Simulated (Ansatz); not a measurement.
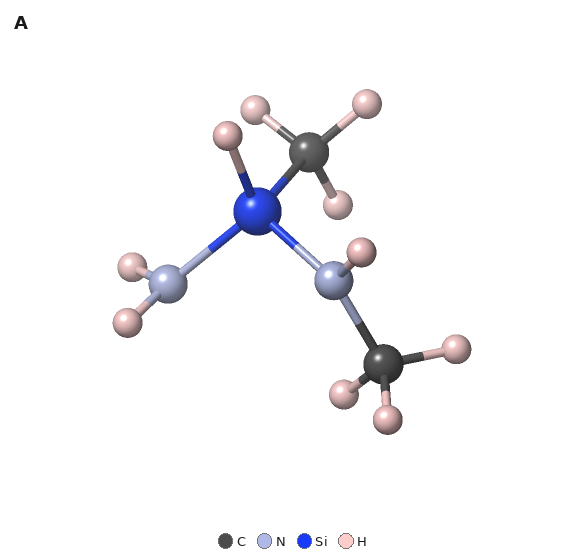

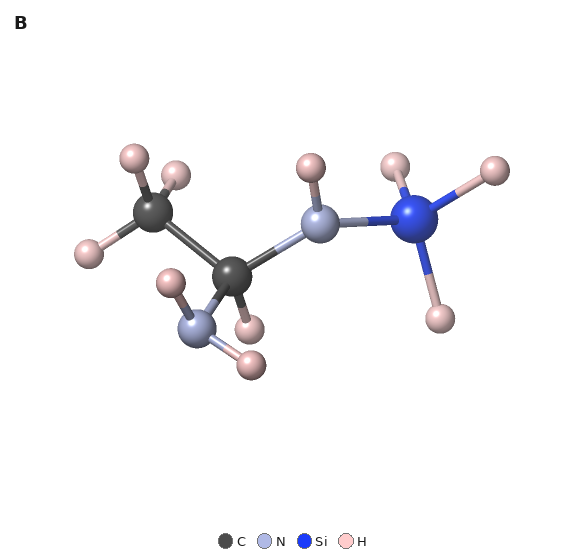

2 stationary structures of one formula. Geometries: PBE0-D4/def2-TZVP. Electronic energies: CCSD(T)/CBS (MP2 limit from def2-TZVPP and def2-QZVPP plus CCSD(T) − MP2) (Ansatz 0.2.0), without zero-point energy. No frequency run is at hand to confirm each as a minimum. Each is one conformer, not always the lowest.

How are they related?

They are constitutional isomers of C2H10N2Si: A `CN[Si@@H](C)N`, B `C[C@H](N)N[SiH3]`.

Which structure is the most stable?

A is lowest; B lies 36.4 kcal/mol above it.

Give E(B) − E(A) in kcal/mol at these levels too: PBE-D4/def2-TZVPP; RHF-CCSD(T) (frozen core)/def2-TZVPP; CCSD(T)/CBS (MP2 limit from def2-TZVPP and def2-QZVPP plus CCSD(T) − MP2); ωB97M-V/def2-TZVPP; PBE0-D4/def2-TZVP; B3LYP-D4/def2-TZVPP; ωB97X-V/def2-TZVPP; B2PLYP (frozen core)/def2-TZVPP.

```csv
level,E(B) − E(A) (kcal/mol)
PBE-D4/def2-TZVPP,+34.7
RHF-CCSD(T) (frozen core)/def2-TZVPP,+35.1
CCSD(T)/CBS (MP2 limit from def2-TZVPP and def2-QZVPP plus CCSD(T) − MP2),+36.4
ωB97M-V/def2-TZVPP,+36.6
PBE0-D4/def2-TZVP,+35.2
B3LYP-D4/def2-TZVPP,+36.3
ωB97X-V/def2-TZVPP,+35.0
B2PLYP (frozen core)/def2-TZVPP,+36.5
```
